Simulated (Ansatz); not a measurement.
A computed series for W: response to strain

Take W in the bcc (W type) structure (space group Im-3m, No. 229; a = 3.169 Å; relaxed with 0.1 eV smearing) as the base. Axes: x, y, z lie along the cube axes.

Strains are applied to the cell and any free atomic positions relax; under biaxial strain the out-of-plane vector relaxes too.

Computed with Ansatz (a first-principles code) r2SCAN, no spin-orbit coupling.

Notes on the quantities. pressure: mean of the normal stresses, compression positive.

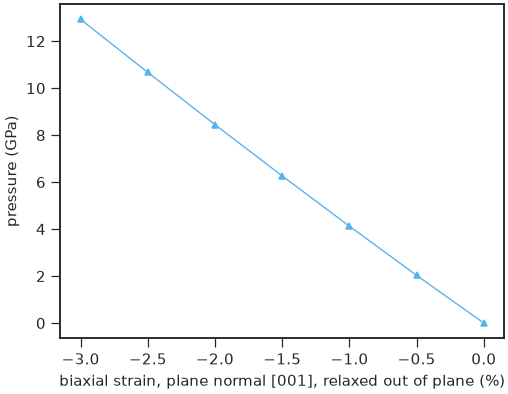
*Pressure against biaxial strain, plane normal [001], relaxed out of plane*

```csv
"biaxial strain, plane normal [001], relaxed out of plane (%)",pressure
-3,12.9 GPa
-2.5,10.7 GPa
-2,8.4 GPa
-1.5,6.3 GPa
-1,4.1 GPa
-0.5,2.0 GPa
```

No phonon test of stability was made. All final runs are without spin polarisation.
